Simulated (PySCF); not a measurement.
**Run report: CH9OPSi2, NMR shielding calculation**

System: CH9OPSi2.
Method: GIAO PBE0/aug-cc-pVDZ NMR shielding, non-relativistic, gas phase (PySCF 2.14.0).

The geometry comes from this level: GFN2-xTB. It belongs to a series of runs on one base structure; here: PBE0/aug-cc-pVDZ; damp 0.3; aux def2-qzvpp-jkfit. Figures and captions count atoms from 1; the log counts them from 0 in places.

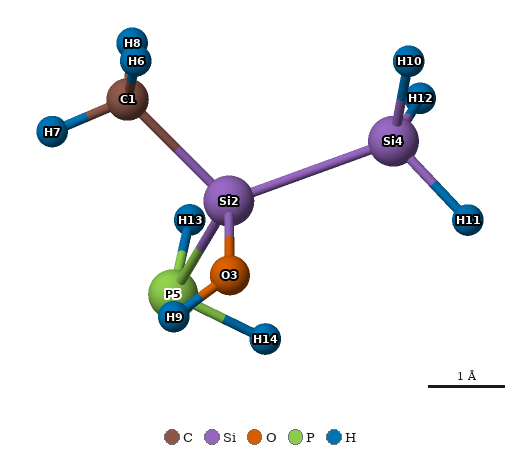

*The structure (ball-and-stick view, seen at a tilt; atoms are numbered from 1 in the order of the input).*

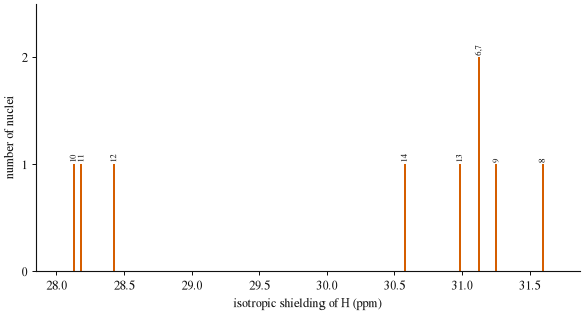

*Isotropic shieldings of the hydrogen nuclei in this fixed geometry, labelled by atom number; shielding grows to the right, so chemical shift grows to the left.*

The least shielded is H10 (28.1 ppm), the most shielded H8 (31.6 ppm).

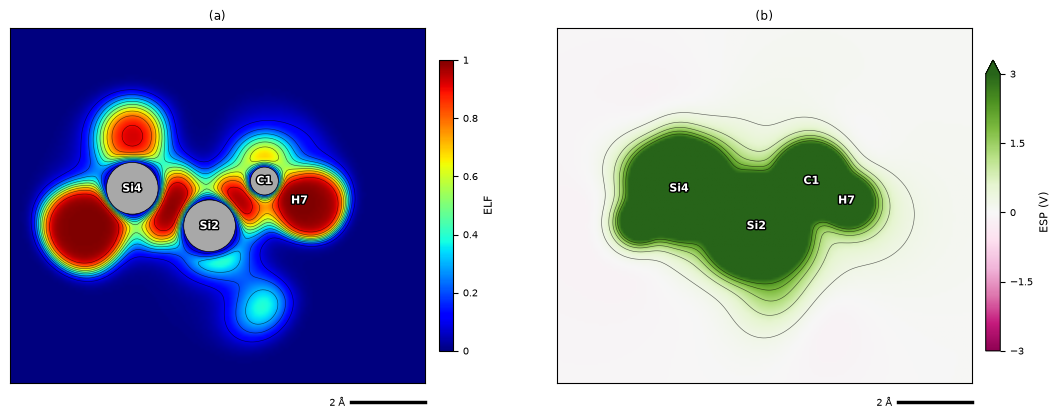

*(a) electron localisation function; (b) molecular electrostatic potential on the plane of atoms Si2, C1 and H7. Grey discs, where drawn, cover atomic cores.*

The section cuts through C, Si and H sites. C–Si (1.92 Å): the ELF peaks at about 0.95 between the atoms (localised, shared-pair bonding). Si–Si (2.32 Å): the ELF peaks at about 1 between the atoms (localised, shared-pair bonding). The potential has no marked negative region in this plane.

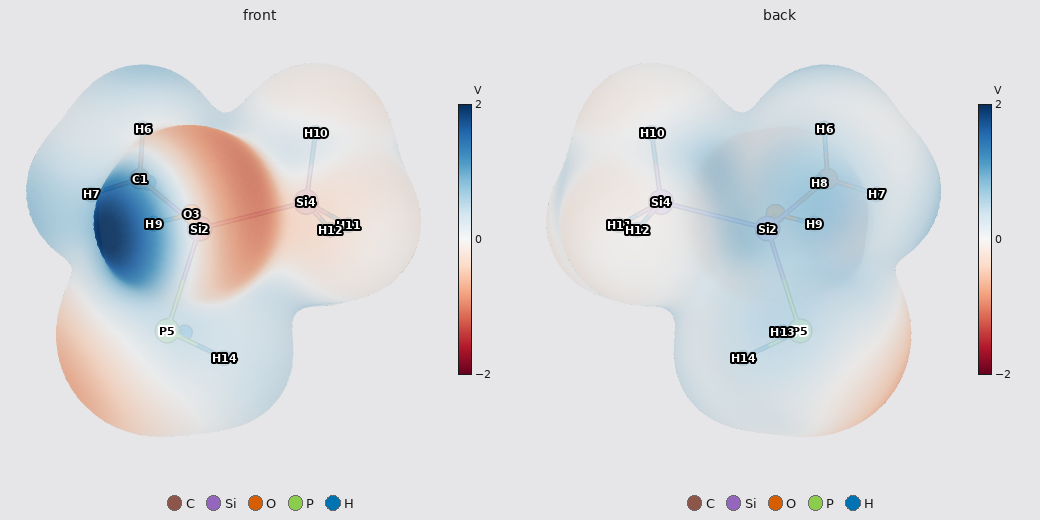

*The electrostatic potential painted on the density surface at 0.001 e/bohr³, seen at a tilt and from behind; the colour scale runs from red (negative) to blue (positive).*

Its dipole moment is 1.02 D.

The input that produced these results follows, with the program's output.

Input file
```
{"job": {"kind": "nmr", "xc": "PBE0", "basis": "aug-cc-pVDZ", "pop": false, "scf": {"damp": 0.3, "aux": "def2-qzvpp-jkfit"}}, "charge": 0, "multiplicity": 1}
C     -1.646247     0.044490    -0.948311
Si    -0.210394    -0.138868     0.305855
O     -0.751985     0.155568     1.824206
Si     1.476535     1.447615     0.099009
P      0.318004    -2.344283     0.211166
H     -2.150194     0.999066    -0.826197
H     -2.388394    -0.741344    -0.822836
H     -1.287648    -0.010046    -1.971788
H     -1.409676    -0.392082     2.247769
H      0.943743     2.783084    -0.185587
H      2.306870     1.556982     1.301282
H      2.387623     1.114385    -1.004094
H      0.854229    -2.279530    -1.059475
H      1.556856    -2.195511     0.806835
```

The first line tells a small driver script what to run in PySCF; the rest is the geometry in Å.

Launched with:
```bash
OMP_NUM_THREADS=1 python <driver script> task.json out
```

What the program printed
```
damping 0.30 in the first 6 cycles
final grid: 106544 points
cycle   1  E = -1038.5313932603  dE =  2.308e-01  |g| = 7.206e-01  |ddm| = 8.157e+00
cycle   2  E = -1038.5745869601  dE = -4.319e-02  |g| = 5.635e-01  |ddm| = 1.879e+00
cycle   3  E = -1038.5967874824  dE = -2.220e-02  |g| = 4.588e-01  |ddm| = 1.397e+00
cycle   4  E = -1038.6080485300  dE = -1.126e-02  |g| = 3.854e-01  |ddm| = 1.150e+00
cycle   5  E = -1038.6166983990  dE = -8.650e-03  |g| = 3.241e-01  |ddm| = 9.539e-01
cycle   6  E = -1038.5773633871  dE =  3.934e-02  |g| = 5.518e-01  |ddm| = 1.181e+00
cycle   7  E = -1038.4988758882  dE =  7.849e-02  |g| = 8.566e-01  |ddm| = 1.910e+00
cycle   8  E = -1038.6363552476  dE = -1.375e-01  |g| = 2.382e-02  |ddm| = 1.156e+00
cycle   9  E = -1038.6364438966  dE = -8.865e-05  |g| = 1.144e-02  |ddm| = 7.180e-02
cycle  10  E = -1038.6364814172  dE = -3.752e-05  |g| = 1.279e-03  |ddm| = 2.558e-02
cycle  11  E = -1038.6364818722  dE = -4.550e-07  |g| = 2.931e-04  |ddm| = 2.890e-03
cycle  12  E = -1038.6364818920  dE = -1.984e-08  |g| = 9.607e-05  |ddm| = 9.470e-04
cycle  13  E = -1038.6364818953  dE = -3.248e-09  |g| = 2.448e-05  |ddm| = 2.735e-04
cycle  14  E = -1038.6364818955  dE = -1.737e-10  |g| = 5.265e-06  |ddm| = 7.381e-05
converged SCF energy = -1038.6364818955

GIAO shielding tensors (ppm)
atom      isotropic    diamagn.    paramagn.     s11        s22        s33       span
  0 C      188.923     179.983       8.940    178.215    186.129    202.424     24.209
  1 Si     388.330     867.275    -478.945    359.898    362.210    442.883     82.985
  2 O      301.367     395.510     -94.143    270.276    306.629    327.197     56.921
  3 Si     516.031     894.921    -378.890    500.609    509.965    537.519     36.910
  4 P      638.219     966.841    -328.622    583.375    663.116    668.167     84.792
  5 H       31.120      29.446       1.673     27.149     28.639     37.571     10.423
  6 H       31.129      30.494       0.635     27.196     29.722     36.470      9.273
  7 H       31.596      27.127       4.468     28.252     29.012     37.523      9.270
  8 H       31.254      38.916      -7.662     23.337     26.613     43.813     20.477
  9 H       28.127      29.618      -1.491     24.665     26.109     33.607      8.943
 10 H       28.184      29.336      -1.152     25.082     26.029     33.441      8.360
 11 H       28.426      30.092      -1.666     25.191     26.569     33.517      8.326
 12 H       30.984      28.648       2.336     26.233     28.230     38.488     12.255
 13 H       30.575      29.490       1.085     25.651     28.131     37.943     12.292
```

Results in brief

```json
{"quantity": "outcome", "value": "converged"}
{"quantity": "total energy", "value": "−1038.636482 hartree"}
{"quantity": "HOMO", "value": "−7.20 eV"}
{"quantity": "LUMO", "value": "−0.43 eV"}
{"quantity": "dipole moment", "value": "1.02 D"}
{"quantity": "isotropic shielding, C", "value": "188.9 ppm"}
{"quantity": "isotropic shielding, Si", "value": "388.3 to 516.0 ppm"}
{"quantity": "isotropic shielding, O", "value": "301.4 ppm"}
{"quantity": "isotropic shielding, P", "value": "638.2 ppm"}
{"quantity": "isotropic shielding, H", "value": "28.1 to 31.6 ppm"}
{"quantity": "hardware", "value": "1 CPU thread, shared host"}
{"quantity": "wall time", "value": "26 s"}
{"quantity": "peak memory", "value": "0.76 GiB"}
```

Notes

Settings chosen away from the usual ones: PBE0/aug-cc-pVDZ; damp 0.3; aux def2-qzvpp-jkfit.
